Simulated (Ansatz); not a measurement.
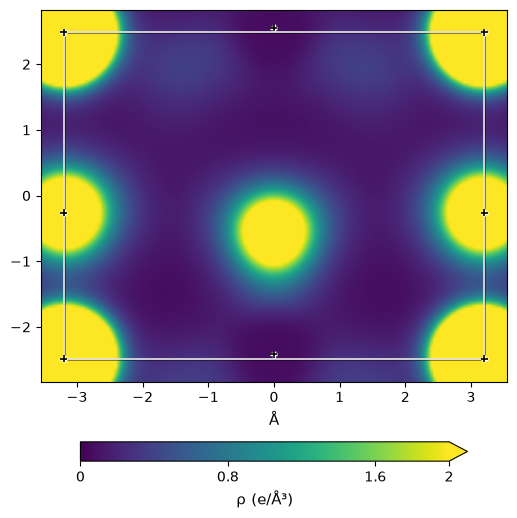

The valence electron density on a plane through atoms (crosses mark nuclei in the plane).

All numbers below come from DFT PBE, scalar-relativistic, plane waves, PAW in Ansatz 0.2.0.

Candidates:
A. LuAl3N4, a = 6.40 Å, b = 5.50 Å, c = 4.97 Å, α = 90.00°, β = 90.00°, γ = 90.00°. Space group Pmn2₁; a generated structure, not necessarily the stable one; changed on purpose from its base cell (volume × 0.91, shape and atoms relaxed); computed pressure about 19 GPa in this cell.
B. Mo2W, a = 3.17 Å, b = 3.17 Å, c = 9.49 Å, α = 90.00°, β = 90.00°, γ = 90.00°. Space group P4/nmm; a generated structure, not necessarily the stable one; computed without spin polarisation.
C. SiB5C, a = 8.75 Å, b = 6.22 Å, c = 5.38 Å, α = 90.00°, β = 116.11°, γ = 90.00°. Space group C2/m; a generated structure, not necessarily the stable one; changed on purpose from its base cell (volume × 1.06, shape and atoms relaxed); computed pressure about −10 GPa in this cell.

### Which candidate gave the map?

Candidate A: LuAl3N4 on the (010) plane of the conventional cell, which holds Lu, Al and N. Lu–N (2.22 Å): the density is about 0.55 e/Å³ at the midpoint.
